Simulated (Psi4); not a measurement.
## Single-point calculation, with input and output: InH2F (part 1 of 2)

InH2F, multiplicity 3, SMILES [F][InH2], computed with OMP2/def2-TZVPP, UHF, core potentials def2 (Psi4 1.11).

The geometry is that of the parent species in another charge or spin state. The geometry comes from this level: PBE0-D4/def2-TZVP.

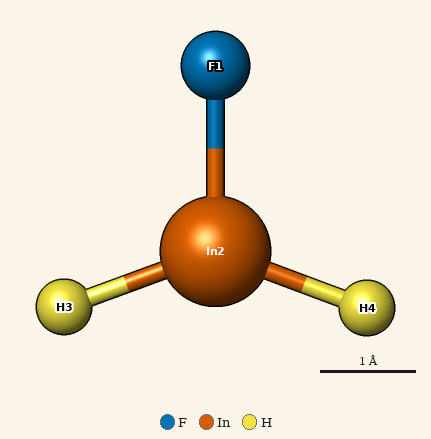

**Figure 1.** The input geometry (ball-and-stick view, seen on its broad side; atoms are numbered from 1 in the order of the input). Sticks mark near contacts.

Summary:

| quantity | value |
| --- | --- |
| outcome | converged |
| total energy | −290.228772 hartree |
| SCF energy | −289.660493 hartree |
| MP2 energy | −290.209579 hartree |
| correlation energy | −0.568278 hartree |
| basis functions | 109 |
| ⟨S²⟩ | 2.077 |
| hardware | 1 thread of Intel Xeon (Granite Rapids), 64 GiB of memory available, shared host |
| wall time | 57 s |
| peak memory | 0.46 GiB |

Input file (fh2in.py):
```python
import psi4

psi4.set_memory('1600 MB')
psi4.set_num_threads(1)
psi4.core.set_output_file('output.dat', False)

geom = psi4.geometry("""
0 3
F     -1.631800    -0.629400     0.188600
In     0.194400     0.052300    -0.026300
H      1.304300    -0.965100     0.767900
H      0.188600     1.481900    -0.950400
units angstrom
symmetry c1
""")

psi4.set_options({
    'reference': 'uhf',
    'puream': True,
    'e_convergence': 1e-09,
    'd_convergence': 1e-08,
    'scf_type': 'pk',
    'num_frozen_docc': 5,
    'maxiter': 200,
})

e_tot = psi4.energy('omp2/def2-TZVPP')
print('E =', round(e_tot, 9))
for k, v in sorted(psi4.core.scalar_variables().items()):
    print(f'{k:45s} {v:18.10f}')
```

Command:
```bash
python fh2in.py
```

The program's output:
```
=> Loading Basis Set <=

    Name: DEF2-TZVPP
    Role: ORBITAL
    Keyword: BASIS

    !!!  WARNING: ECP capability is in beta. Please check occupations closely.  !!!

         ---------------------------------------------------------
                                   SCF
                              UHF Reference
                        1 Threads,   1525 MiB Core
         ---------------------------------------------------------

  ==> Geometry <==

    Molecular point group: c1
    Full point group: C1

    Geometry (in Angstrom), charge = 0, multiplicity = 3:

       Center              X                  Y                   Z               Mass
    ------------   -----------------  -----------------  -----------------  -----------------
         F           -1.579123372636    -0.589469447541     0.185824805066    18.998403162730
         IN           0.247076627364     0.092230552459    -0.029075194934   114.903878776000
         H            1.356976627364    -0.925169447541     0.765124805066     1.007825032230
         H            0.241276627364     1.521830552459    -0.953175194934     1.007825032230

  Running in c1 symmetry.

  Rotational constants: A =      3.28454  B =      0.26256  C =      0.24312 [cm^-1]
  Rotational constants: A =  98467.88467  B =   7871.21322  C =   7288.58652 [MHz]
  Nuclear repulsion =   67.384355870191271

  Charge       = 0
  Multiplicity = 3
  Electrons    = 32
  Nalpha       = 17
  Nbeta        = 15

  ==> Algorithm <==

  SCF Algorithm Type is PK.
  DIIS enabled.
  MOM disabled.
  Fractional occupation disabled.
  Guess Type is SAD.
  Energy threshold   = 1.00e-09
  Density threshold  = 1.00e-08
  Integral threshold = 1.00e-12

  ==> Primary Basis <==

  Basis Set: DEF2-TZVPP
    Blend: DEF2-TZVPP
    Number of shells: 39
    Number of basis functions: 109
    Number of Cartesian functions: 125
    Spherical Harmonics?: true
    Max angular momentum: 3

  Core potential: DEF2-TZVPP
    Number of shells: 4
    Number of ECP primitives: 18
    Number of ECP core electrons: 28
    Max angular momentum: 3

  ==> Integral Setup <==

  Using in-core PK algorithm.
   Calculation information:
      Number of atoms:                   4
      Number of AO shells:              39
      Number of primitives:             65
      Number of atomic orbitals:       125
      Number of basis functions:       109

      Integral cutoff                 1.00e-12
      Number of threads:                 1

  Performing in-core PK
  Using 35946020 doubles for integral storage.
  We computed 280881 shell quartets total.
  Whereas there are 304590 unique shell quartets.

  ==> DiskJK: Disk-Based J/K Matrices <==

    J tasked:                  Yes
    K tasked:                  Yes
    wK tasked:                  No
    Memory [MiB]:             1144
    Schwarz Cutoff:          1E-12

  Minimum eigenvalue in the overlap matrix is 2.6549950283E-03.
  Reciprocal condition number of the overlap matrix is 6.1435458027E-04.
    Using symmetric orthogonalization.

  ==> Pre-Iterations <==

  SCF Guess: Superposition of Atomic Densities via on-the-fly atomic UHF (no occupation information).

   -------------------------
    Irrep   Nso     Nmo
   -------------------------
     A        109     109
   -------------------------
    Total     109     109
   -------------------------

  ==> Iterations <==

                        Total Energy        Delta E     RMS |[F,P]|

   @UHF iter SAD:  -288.27699411237717   -2.88277e+02   0.00000e+00
   @UHF iter   1:  -289.54379444732069   -1.26680e+00   4.94208e-03 DIIS/ADIIS
   @UHF iter   2:  -289.60547752902954   -6.16831e-02   3.90422e-03 DIIS/ADIIS
   @UHF iter   3:  -289.65623429850319   -5.07568e-02   4.45014e-04 DIIS/ADIIS
   @UHF iter   4:  -289.65859186690562   -2.35757e-03   2.39362e-04 DIIS/ADIIS
   @UHF iter   5:  -289.66004616202974   -1.45430e-03   1.02559e-04 DIIS/ADIIS
   @UHF iter   6:  -289.66046340326250   -4.17241e-04   3.27516e-05 DIIS
   @UHF iter   7:  -289.66050074561042   -3.73423e-05   1.32088e-05 DIIS
   @UHF iter   8:  -289.66050577438114   -5.02877e-06   7.77103e-06 DIIS
   @UHF iter   9:  -289.66050876678952   -2.99241e-06   5.72805e-06 DIIS
   @UHF iter  10:  -289.66051196928549   -3.20250e-06   5.35709e-06 DIIS
   @UHF iter  11:  -289.66051269438128   -7.25096e-07   5.41396e-06 DIIS
   @UHF iter  12:  -289.66050507490718    7.61947e-06   4.31770e-06 DIIS
   @UHF iter  13:  -289.66049516245334    9.91245e-06   2.24002e-06 DIIS
   @UHF iter  14:  -289.66049340633401    1.75612e-06   7.33883e-07 DIIS
   @UHF iter  15:  -289.66049340552496    8.09052e-10   2.90804e-07 DIIS
   @UHF iter  16:  -289.66049340057140    4.95356e-09   1.13678e-07 DIIS
   @UHF iter  17:  -289.66049340093252   -3.61126e-10   5.58629e-08 DIIS
   @UHF iter  18:  -289.66049340099329   -6.07656e-11   2.82185e-08 DIIS
   @UHF iter  19:  -289.66049340102973   -3.64366e-11   2.07372e-08 DIIS
   @UHF iter  20:  -289.66049340104911   -1.93836e-11   1.89010e-08 DIIS
   @UHF iter  21:  -289.66049340106332   -1.42109e-11   1.92091e-08 DIIS
   @UHF iter  22:  -289.66049340103831    2.50111e-11   1.82757e-08 DIIS
   @UHF iter  23:  -289.66049340091979    1.18519e-10   1.07547e-08 DIIS
   @UHF iter  24:  -289.66049340089074    2.90470e-11   5.99223e-09 DIIS
  Energy and wave function converged.

  ==> Post-Iterations <==

   @Spin Contamination Metric:   7.674838221E-02
   @S^2 Expected:                2.000000000E+00
   @S^2 Observed:                2.076748382E+00
   @S   Expected:                1.000000000E+00
   @S   Observed:                1.000000000E+00

    Orbital Energies [Eh]
    ---------------------

    Alpha Occupied:

       1A    -26.199988     2A     -5.422086     3A     -3.685057
       4A     -3.676590     5A     -3.674085     6A     -1.472827
       7A     -1.085102     8A     -1.073152     9A     -1.064834
      10A     -1.057813    11A     -1.055345    12A     -0.681547
      13A     -0.610270    14A     -0.568822    15A     -0.552922
      16A     -0.547946    17A     -0.206045

    Alpha Virtual:

      18A      0.025201    19A      0.056884    20A      0.082339
      21A      0.122535    22A      0.169131    23A      0.202395
      24A      0.210922    25A      0.236069    26A      0.276752
      27A      0.297171    28A      0.313626    29A      0.359708
      30A      0.428364    31A      0.444364    32A      0.645231
      33A      0.650078    34A      0.679674    35A      0.685904
      36A      0.752730    37A      0.770263    38A      0.776479
      39A      0.856800    40A      0.893975    41A      0.947295
      42A      0.951428    43A      0.985950    44A      0.995923
      45A      1.013319    46A      1.077759    47A      1.086002
      48A      1.127579    49A      1.130428    50A      1.221375
      51A      1.244101    52A      1.295092    53A      1.319937
      54A      1.412329    55A      1.668817    56A      1.736303
      57A      2.314092    58A      2.314564    59A      2.377952
      60A      2.407108    61A      2.452632    62A      2.461429
      63A      2.464376    64A      2.487425    65A      2.512910
      66A      2.633404    67A      2.686656    68A      2.748990
      69A      2.806315    70A      2.961528    71A      3.356718
      72A      3.389771    73A      3.393384    74A      3.438603
      75A      3.454490    76A      3.578524    77A      3.582628
      78A      3.597189    79A      3.726193    80A      3.771485
      81A      3.779861    82A      3.921099    83A      3.958151
      84A      4.010712    85A      4.011446    86A      4.026420
      87A      4.218022    88A      4.230606    89A      4.509342
      90A      4.732747    91A      4.809688    92A      7.473159
      93A      7.478749    94A      7.478801    95A      7.479814
      96A      7.482100    97A      7.497137    98A      7.497277
      99A      8.962671   100A      8.975340   101A      9.095252
     102A      9.146186   103A      9.368939   104A     38.606382
     105A     39.334936   106A     39.616897   107A     39.921710
     108A     58.655534   109A    125.695157

    Beta Occupied:

       1A    -26.198531     2A     -5.419602     3A     -3.678265
       4A     -3.672967     5A     -3.672873     6A     -1.469942
       7A     -1.068763     8A     -1.062116     9A     -1.060602
      10A     -1.055400    11A     -1.054735    12A     -0.598847
      13A     -0.554021    14A     -0.549254    15A     -0.446681

    Beta Virtual:

      16A     -0.148095    17A      0.040255    18A      0.064089
      19A      0.095291    20A      0.124526    21A      0.161945
      22A      0.183013    23A      0.241189    24A      0.252722
      25A      0.258483    26A      0.309962    27A      0.325176
      28A      0.336504    29A      0.388431    30A      0.492937
      31A      0.495490    32A      0.682607    33A      0.683318
      34A      0.683483    35A      0.746599    36A      0.782340
      37A      0.795526    38A      0.798231    39A      0.868479
      40A      0.933364    41A      0.958173    42A      0.980716
      43A      0.996120    44A      1.028890    45A      1.029181
      46A      1.085190    47A      1.128974    48A      1.145705
      49A      1.159455    50A      1.247110    51A      1.274335
      52A      1.303096    53A      1.339360    54A      1.422644
      55A      1.702446    56A      1.765097    57A      2.317789
      58A      2.318544    59A      2.390183    60A      2.416064
      61A      2.455653    62A      2.463940    63A      2.468503
      64A      2.492219    65A      2.519659    66A      2.636244
      67A      2.746022    68A      2.770469    69A      2.855264
      70A      2.964260    71A      3.381192    72A      3.425713
      73A      3.430206    74A      3.474366    75A      3.484858
      76A      3.618123    77A      3.620122    78A      3.628603
      79A      3.767030    80A      3.778190    81A      3.791223
      82A      3.971034    83A      4.008366    84A      4.042203
      85A      4.059992    86A      4.071515    87A      4.248055
      88A      4.254722    89A      4.512837    90A      4.764222
      91A      4.837734    92A      7.474035    93A      7.480614
      94A      7.481493    95A      7.481857    96A      7.482069
      97A      7.496094    98A      7.496985    99A      8.969395
     100A      8.982051   101A      9.095512   102A      9.146597
     103A      9.367345   104A     38.607026   105A     39.336553
     106A     39.616733   107A     39.923358   108A     58.656388
     109A    125.695244

    Final Occupation by Irrep:
              A
    DOCC [    15 ]
    SOCC [     2 ]
    NA   [    17 ]
    NB   [    15 ]

  @UHF Final Energy:  -289.66049340089074

   => Energetics <=

    Nuclear Repulsion Energy =             67.3843558701912713
    One-Electron Energy =                -609.8926660248566805
    Two-Electron Energy =                 252.8478167537746515
    Total Energy =                       -289.6604934008908003

  UHF NO Occupations:
  HONO-2 :   15  A 1.9624007
  HONO-1 :   16  A 1.0000000
  HONO-0 :   17  A 1.0000000
  LUNO+0 :   18  A 0.0375993
  LUNO+1 :   19  A 0.0007481
  LUNO+2 :   20  A 0.0003136
  LUNO+3 :   21  A 0.0001297

Computation Completed

Properties will be evaluated at   0.000000,   0.000000,   0.000000 [a0]

Properties computed using the SCF density matrix

 Multipole Moments:

 ------------------------------------------------------------------------------------
     Multipole            Electronic (a.u.)      Nuclear  (a.u.)        Total (a.u.)
 ------------------------------------------------------------------------------------

 L = 1.  Multiply by 2.5417464519 to convert [e a0] to [Debye]
 Dipole X            :         15.4596378          -14.0316850            1.4279528
 Dipole Y            :          5.7704434           -5.2377961            0.5326473
 Dipole Z            :         -1.8195998            1.6512309           -0.1683689
 Magnitude           :                                                    1.5333331

 ------------------------------------------------------------------------------------

	total time  =          4 seconds =       0.07 minutes
  Constructing Basis Sets for DFOCC...

   => Loading Basis Set <=

    Name: (DEF2-TZVPP AUX)
    Role: JKFIT
    Keyword: DF_BASIS_SCF

   => Loading Basis Set <=

    Name: (DEF2-TZVPP AUX)
    Role: RIFIT
    Keyword: DF_BASIS_CC
```
